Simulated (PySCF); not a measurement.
# C₃H₇FSi: runs on many settings, part 1 of 2

Aim: see how C₃H₇FSi (`C=C[C@H](F)[SiH3]`) answers to the choice of functional, basis, grid and SCF options.

Programs: PySCF 2.14.0, with density-fitted response routines of our own. Each step states its level of theory. These are calculated values for one molecule in the gas phase, unless marked as measured. Atoms count from 0, in the outputs and in this text.

## (1) The starting structure

12 atoms, charge 0, multiplicity 1; geometry from: GFN2-xTB.

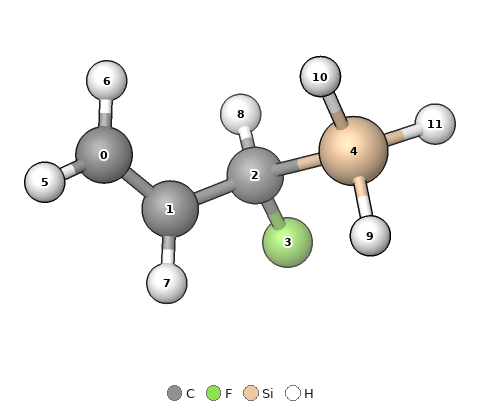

As it starts; carbon grey, fluorine green, silicon light orange, hydrogen white, atoms numbered.

## (2) Nuclear shieldings: B97-2/pcSseg-1

What the job is given:

```
{"job": {"kind": "nmr", "xc": "B97-2", "basis": "pcSseg-1", "pop": false}, "charge": 0, "multiplicity": 1}
C     -1.725770     0.598405     0.746448
C     -1.047066    -0.404433     0.218368
C      0.007577    -0.251586    -0.816483
F      0.080342    -1.406922    -1.590632
Si     1.749302     0.021594    -0.025005
H     -2.455019     0.444084     1.522213
H     -1.575881     1.615403     0.422382
H     -1.206007    -1.421688     0.548710
H     -0.239239     0.555420    -1.514981
H      2.018686    -1.105151     0.864235
H      1.675066     1.279847     0.714947
H      2.719206     0.074343    -1.116229
```

With the program's defaults for keys left out, this is: GIAO B97-2/pcSseg-1 NMR shielding, non-relativistic, gas phase.

Command:

```sh
OMP_NUM_THREADS=1 python probes_run.py task.json out
```

This one command runs all jobs of the session in turn.

The log of the run:

```text
coarse grid: 10312 points
cycle   1  E = -507.6515440586  dE =  3.089e-01  |g| = 5.123e-01  |ddm| = 2.965e+00
cycle   2  E = -507.6163634567  dE =  3.518e-02  |g| = 7.178e-01  |ddm| = 8.850e-01
cycle   3  E = -507.6988701364  dE = -8.251e-02  |g| = 7.238e-02  |ddm| = 5.430e-01
cycle   4  E = -507.6998520628  dE = -9.819e-04  |g| = 2.947e-02  |ddm| = 7.812e-02
cycle   5  E = -507.7000556232  dE = -2.036e-04  |g| = 8.687e-03  |ddm| = 2.842e-02
cycle   6  E = -507.7000711514  dE = -1.553e-05  |g| = 3.233e-03  |ddm| = 8.985e-03
cycle   7  E = -507.7000738946  dE = -2.743e-06  |g| = 2.171e-04  |ddm| = 2.795e-03
final grid: 94760 points
cycle   8  E = -507.7275135441  dE = -4.081e-05  |g| = 7.015e-03  |ddm| = 2.049e-02
cycle   9  E = -507.7275072500  dE =  6.294e-06  |g| = 9.375e-03  |ddm| = 9.502e-03
cycle  10  E = -507.7275194222  dE = -1.217e-05  |g| = 7.866e-04  |ddm| = 6.485e-03
cycle  11  E = -507.7275195121  dE = -8.985e-08  |g| = 2.165e-04  |ddm| = 6.227e-04
cycle  12  E = -507.7275195231  dE = -1.104e-08  |g| = 7.326e-05  |ddm| = 2.458e-04
cycle  13  E = -507.7275195243  dE = -1.119e-09  |g| = 3.083e-05  |ddm| = 7.660e-05
cycle  14  E = -507.7275195245  dE = -2.468e-10  |g| = 2.650e-06  |ddm| = 2.355e-05
converged SCF energy = -507.7275195245

GIAO shielding tensors (ppm)
atom      isotropic    diamagn.    paramagn.     s11        s22        s33       span
  0 C       72.361     255.069    -182.708    -35.525     83.071    169.539    205.064
  1 C       41.140     256.408    -215.269    -71.659     52.971    142.107    213.766
  2 C       94.823     247.583    -152.760     58.294     76.534    149.642     91.348
  3 F      415.918     473.669     -57.751    365.901    413.196    468.657    102.756
  4 Si     418.161     879.878    -461.717    387.744    408.754    457.987     70.243
  5 H       26.575      29.597      -3.022     23.801     25.831     30.093      6.292
  6 H       26.648      31.990      -5.343     23.524     25.772     30.646      7.122
  7 H       25.208      31.803      -6.595     22.891     25.054     27.680      4.790
  8 H       26.164      30.832      -4.668     23.731     25.666     29.095      5.364
  9 H       28.030      29.448      -1.418     25.155     26.726     32.208      7.053
 10 H       28.273      29.740      -1.466     25.171     26.852     32.797      7.626
 11 H       27.749      29.047      -1.298     24.703     25.690     32.855      8.153
```

Run time: 7.5 s. Hardware: 1 thread of AMD EPYC 9R45, shared host; peak memory 0.62 GiB.

Shifts follow as δ = σ(reference) − σ, with reference shieldings (ppm) from runs at the same level and on the same kind of geometry: 1H TMS 31.82, 13C TMS 186.2, 29Si TMS 354.4, 19F CFCl3 171.8. The references are single molecules in the gas phase, so shifts against H2O, NH3, PH3, H3PO4 or CFCl3 are not on the usual liquid scales and can be off by tens of ppm. Atoms listed in one row are averaged.

```csv
atoms,environment,σ (ppm),δ (ppm)
C1,alkene CH,41.1,145.1
C0,terminal =CH2 carbon,72.4,113.8
C2,allylic sp3 CH bonded to F and Si,94.8,91.4
H7,hydrogen on an alkene CH,25.21,6.61
H8,hydrogen on an allylic sp3 CH bonded to F and Si,26.16,5.66
H5,hydrogen on a terminal =CH2 carbon,26.57,5.25
H6,hydrogen on a terminal =CH2 carbon,26.65,5.17
"H9, H10, H11",hydrogen on a silicon bonded to C,28.02,3.80
F3,fluorine on an sp3 carbon,415.9,-244.1
Si4,"silicon bonded to C, 3 H",418.2,-63.7
```

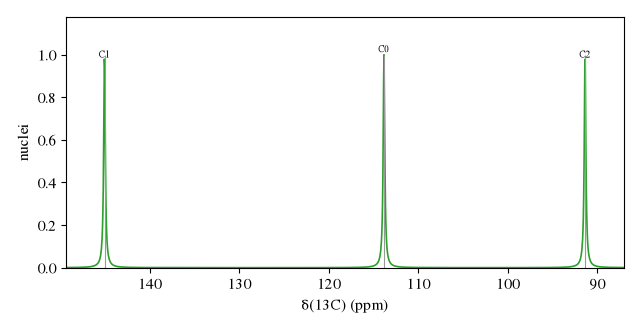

13C lines at the computed shifts, without couplings. Lines are broadened to a width of 0.21 ppm (Lorentzian).

The fields below are evaluated on a grid from the run's orbitals.

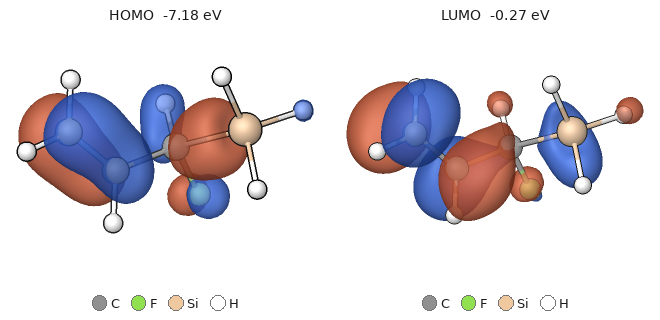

Frontier orbitals at B97-2/pcSseg-1; each surface holds 70 % of the orbital's density, blue and red mark the sign.

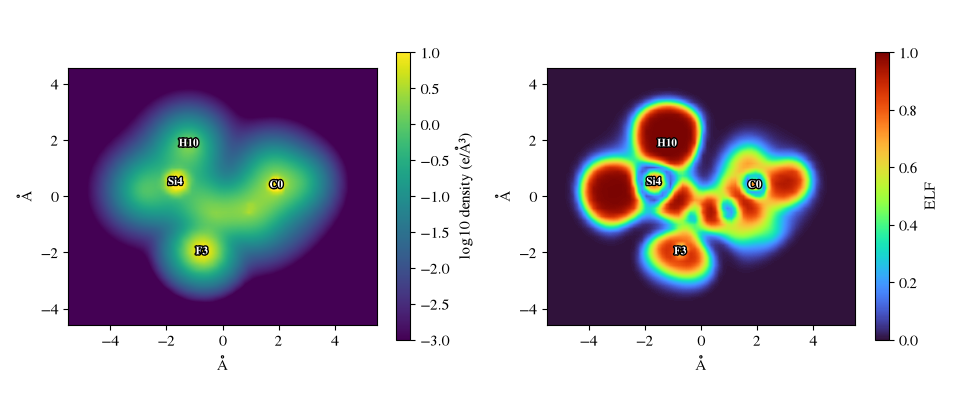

Density (left) and ELF (right) in a plane through or near 4 of the atoms.

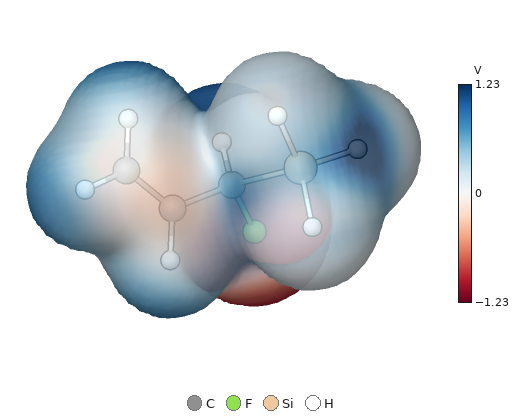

The potential that a unit positive charge feels on the 0.002 e/bohr³ surface, from -1.07 V near F3 to 1.23 V near H10.

## (3) NMR shieldings: OLYP/LANL2DZ

Settings changed since step 2:

```diff
@@ -1,4 +1,4 @@
-{"job": {"kind": "nmr", "xc": "B97-2", "basis": "pcSseg-1", "pop": false}, "charge": 0, "multiplicity": 1}
+{"job": {"kind": "nmr", "xc": "OLYP", "basis": "LANL2DZ", "pop": true, "scf": {"max_cycle": 54}}, "charge": 0, "multiplicity": 1}
 C     -1.725770     0.598405     0.746448
-C     -1.047066    -0.404433     0.218368
+C     -0.843455    -0.705284     0.059944
 C      0.007577    -0.251586    -0.816483
```

With the program's defaults for keys left out, this is: GIAO OLYP/LANL2DZ NMR shielding, non-relativistic, gas phase.

The log of the run:

```text
final grid: 94760 points
cycle   1  E = -221.7299817047  dE = -8.270e-01  |g| = 7.903e-01  |ddm| = 3.684e+00
cycle   2  E = -221.2123100195  dE =  5.177e-01  |g| = 1.553e+00  |ddm| = 3.463e+00
cycle   3  E = -221.8507135529  dE = -6.384e-01  |g| = 5.387e-01  |ddm| = 2.735e+00
cycle   4  E = -221.9075999599  dE = -5.689e-02  |g| = 3.458e-01  |ddm| = 9.567e-01
cycle   5  E = -221.9446224120  dE = -3.702e-02  |g| = 1.230e-01  |ddm| = 5.674e-01
cycle   6  E = -221.9491530310  dE = -4.531e-03  |g| = 1.755e-02  |ddm| = 1.494e-01
cycle   7  E = -221.9492653450  dE = -1.123e-04  |g| = 3.510e-03  |ddm| = 3.173e-02
cycle   8  E = -221.9492692086  dE = -3.864e-06  |g| = 1.017e-03  |ddm| = 5.531e-03
cycle   9  E = -221.9492695038  dE = -2.952e-07  |g| = 2.233e-04  |ddm| = 1.450e-03
cycle  10  E = -221.9492695222  dE = -1.837e-08  |g| = 3.994e-05  |ddm| = 5.440e-04
cycle  11  E = -221.9492695227  dE = -4.605e-10  |g| = 2.045e-05  |ddm| = 7.542e-05
converged SCF energy = -221.9492695227

GIAO shielding tensors (ppm)
atom      isotropic    diamagn.    paramagn.     s11        s22        s33       span
  0 C        6.763     259.748    -252.985   -184.646     58.682    146.253    330.899
  1 C       -1.356     260.374    -261.730   -252.867     68.779    180.020    432.886
  2 C      111.919     243.926    -132.007     69.126     98.610    168.021     98.895
  3 F      365.569     470.674    -105.105    302.779    379.292    414.635    111.855
  4 Si         nan         nan         nan        nan        nan        nan        nan
  5 H       24.255      31.206      -6.951     15.062     28.041     29.661     14.599
  6 H       24.396      33.106      -8.710     14.105     27.431     31.653     17.548
  7 H       20.435      32.801     -12.366      4.646     27.035     29.624     24.978
  8 H       25.959      29.204      -3.245     22.781     25.746     29.350      6.569
  9 H       29.298      29.875      -0.577     27.290     28.883     31.722      4.432
 10 H       29.532      30.335      -0.803     27.772     29.102     31.723      3.951
 11 H       28.534      29.871      -1.337     26.138     27.378     32.087      5.949
```

It took 4.1 s on 1 thread of AMD EPYC 9R45, shared host.

It converged, yet the result is unsound: one atom of the first bond was moved so that the bond is 1.3 times as long; the shieldings of some atoms came out as not-a-number; the basis LANL2DZ leaves the core to a potential or lacks core functions, which properties at the nuclei need.

## (4) NMR shieldings: CAM-B3LYP/IGLO-II

Settings changed since step 3:

```diff
@@ -1,4 +1,4 @@
-{"job": {"kind": "nmr", "xc": "OLYP", "basis": "LANL2DZ", "pop": true, "scf": {"max_cycle": 54}}, "charge": 0, "multiplicity": 1}
+{"job": {"kind": "nmr", "xc": "CAM-B3LYP", "basis": "IGLO-II", "pop": false, "scf": {"level_shift": 0.1, "conv": 1e-08}}, "charge": 0, "multiplicity": 1}
 C     -1.725770     0.598405     0.746448
-C     -0.843455    -0.705284     0.059944
+C     -1.047066    -0.404433     0.218368
 C      0.007577    -0.251586    -0.816483
```

Method: GIAO CAM-B3LYP/IGLO-II NMR shielding, non-relativistic, gas phase.

The log of the run:

```text
final grid: 94760 points
cycle   1  E = -507.7220639477  dE =  3.890e-01  |g| = 5.760e-01  |ddm| = 2.520e+00
cycle   2  E = -507.7299273816  dE = -7.863e-03  |g| = 6.349e-01  |ddm| = 6.605e-01
cycle   3  E = -507.7839649154  dE = -5.404e-02  |g| = 5.334e-02  |ddm| = 2.790e-01
cycle   4  E = -507.7846194162  dE = -6.545e-04  |g| = 1.917e-02  |ddm| = 5.953e-02
cycle   5  E = -507.7847080269  dE = -8.861e-05  |g| = 5.444e-03  |ddm| = 2.145e-02
cycle   6  E = -507.7847153063  dE = -7.279e-06  |g| = 1.711e-03  |ddm| = 6.143e-03
cycle   7  E = -507.7847161931  dE = -8.868e-07  |g| = 5.064e-04  |ddm| = 2.135e-03
cycle   8  E = -507.7847163174  dE = -1.243e-07  |g| = 1.758e-04  |ddm| = 9.903e-04
cycle   9  E = -507.7847163315  dE = -1.408e-08  |g| = 5.358e-05  |ddm| = 3.420e-04
cycle  10  E = -507.7847163334  dE = -1.843e-09  |g| = 1.450e-05  |ddm| = 1.346e-04
level shift removed, Fock matrix diagonalised once more
converged SCF energy = -507.7847163334

GIAO shielding tensors (ppm)
atom      isotropic    diamagn.    paramagn.     s11        s22        s33       span
  0 C       69.705     252.768    -183.063    -44.256     81.649    171.721    215.977
  1 C       36.552     253.744    -217.192    -83.231     50.314    142.574    225.805
  2 C       93.401     241.567    -148.166     55.195     73.189    151.819     96.624
  3 F      422.937     472.374     -49.437    372.199    406.487    490.125    117.926
  4 Si     407.291     879.759    -472.467    375.735    396.626    449.513     73.778
  5 H       27.024      30.312      -3.288     24.164     26.468     30.440      6.275
  6 H       27.094      32.251      -5.158     23.810     26.313     31.159      7.349
  7 H       25.621      31.404      -5.784     23.200     25.557     28.105      4.905
  8 H       26.646      30.700      -4.054     24.295     26.026     29.618      5.322
  9 H       28.037      29.958      -1.921     25.360     26.785     31.966      6.606
 10 H       28.323      30.282      -1.959     25.445     26.970     32.554      7.109
 11 H       27.759      29.639      -1.880     24.907     25.763     32.607      7.700
```

It took 8.9 s on 1 thread of AMD EPYC 9R45, shared host; peak memory 0.8 GiB.

This run: δ C1 150.9, C0 117.8, C2 94.1, F3 -230.2, H7 6.60, H8 5.58 ppm.

(Continued in part 2 of 2.)
